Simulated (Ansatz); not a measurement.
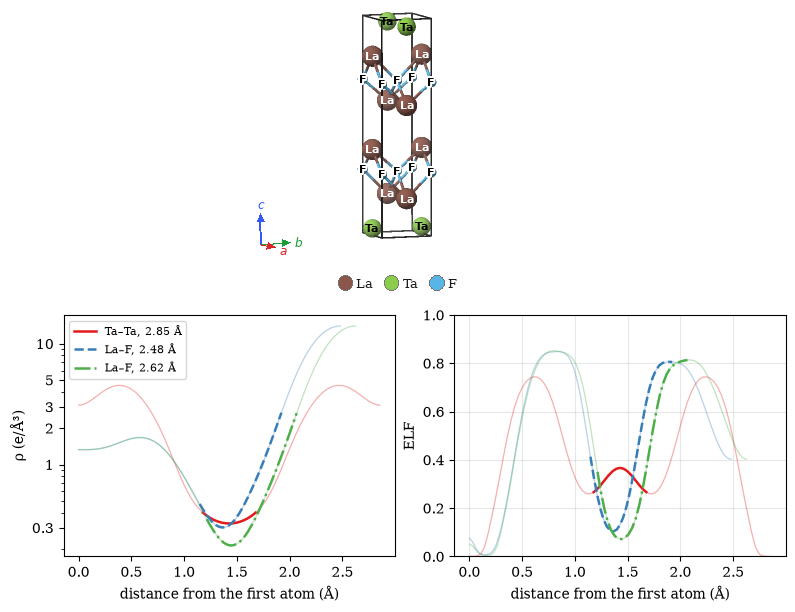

*La2TaF2. Valence charge density (pseudo) and electron localisation function along straight lines between neighbouring atoms. Thin, pale parts lie inside the atomic spheres. The structure is drawn too.*

Space group P2₁/m; a generated structure, not necessarily the stable one; not relaxed (largest force 0.3 eV/Å).

Method: DFT r2SCAN, scalar-relativistic, plane waves, PAW in Ansatz 0.2.0.

Core electrons are frozen (PAW), and the valence fields are smoothed inside the atomic spheres.

What can be read from the curves?

Answer. Ta–Ta (2.85 Å): ρ at the midpoint is about 0.33 e/Å³; the ELF is about 0.35 at the midpoint.
La–F (2.48 Å): ρ is about 0.36 e/Å³ halfway, with its minimum of 0.3 e/Å³ about 1.4 Å from La; the ELF is about 0.20 at the midpoint; no localised pair shows between them.
La–F (2.62 Å): ρ at the midpoint is about 0.26 e/Å³, with its minimum of 0.21 e/Å³ about 1.4 Å from La; the ELF is about 0.15 at the midpoint; no shared electron pair shows on this line.
